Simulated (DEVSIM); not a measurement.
System: abrupt Si n-p junction, at 300 K.

```tsv
layer (left to right)	material	thickness (μm)	Nd (cm⁻³)	Na (cm⁻³)	τn (s)	τp (s)
1	Si	0.200	2.3e17	-	4.3e-5	4.3e-5
2	Si	2.00	-	7.1e15	4.3e-5	4.3e-5
```

Left contact: ohmic. Right contact: ohmic. Voltage is applied to the left contact. Recombination: SRH at mid-gap, radiative. Mobility is constant in doping.

Constants are typed, rounded textbook-type inputs, not results; the design itself was drawn at random and stands for no fabricated device. Values at 300 K.

```
parameter           Si
-------------  -------
gap (eV)         1.124
affinity (eV)     4.05
permittivity      11.7
Nc (cm⁻³)      2.86e19
Nv (cm⁻³)       3.1e19
μn (cm²/Vs)       1417
μp (cm²/Vs)        470
B (cm³/s)      4.7e-15
```

DEVSIM, 1D drift-diffusion, Boltzmann statistics, complete ionisation; no tunnelling, impact ionisation, image-force lowering or self-heating.

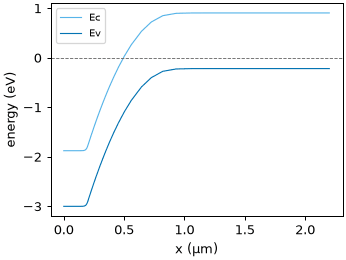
*Band edges at 2.0 V on the left contact*

Energies count from the Fermi level of the right contact; mesh points crowd at the junctions.

| x (μm) | Ec (eV) | Ev (eV) | n (cm⁻³) | p (cm⁻³) | field (V/cm) |
|---|---|---|---|---|---|
| 0.000 | -1.875 | -2.999 | 2.3e17 | 510 | ≈ 0 |
| 0.01429 | -1.875 | -2.999 | 2.3e17 | 460 | ≈ 0 |
| 0.03706 | -1.875 | -2.999 | 2.3e17 | 400 | ≈ 0 |
| 0.06791 | -1.875 | -2.999 | 2.3e17 | 310 | ≈ 0 |
| 0.1222 | -1.875 | -2.999 | 2.3e17 | 160 | 28 |
| 0.1561 | -1.874 | -2.998 | 2.2e17 | < 1e2 | 1400 |
| 0.1812 | -1.855 | -2.979 | 1.0e17 | < 1e2 | 21000 |
| 0.2000 | -1.768 | -2.892 | 3.6e15 | < 1e2 | 76000 |
| 0.2151 | -1.654 | -2.778 | 4.4e13 | < 1e2 | 75000 |
| 0.2420 | -1.457 | -2.581 | 2.1e10 | < 1e2 | 72000 |
| 0.2828 | -1.173 | -2.297 | 370000 | < 1e2 | 67000 |
| 0.3785 | -0.581 | -1.705 | 100 | < 1e2 | 57000 |
| 0.5030 | 0.040 | -1.084 | 110 | 210 | 43000 |
| 0.7251 | 0.724 | -0.400 | 160 | 5.9e12 | 19000 |
| 1.200 | 0.907 | -0.217 | 3800 | 7.1e15 | ≈ 0 |
| 1.589 | 0.907 | -0.217 | 8700 | 7.1e15 | ≈ 0 |
| 1.846 | 0.907 | -0.217 | 12000 | 7.1e15 | ≈ 0 |
| 1.990 | 0.907 | -0.217 | 14000 | 7.1e15 | ≈ 0 |
| 2.100 | 0.907 | -0.217 | 15000 | 7.1e15 | ≈ 0 |
| 2.148 | 0.907 | -0.217 | 16000 | 7.1e15 | ≈ 0 |
| 2.179 | 0.907 | -0.217 | 16000 | 7.1e15 | ≈ 0 |
| 2.200 | 0.907 | -0.217 | 16000 | 7.1e15 | ≈ 0 |
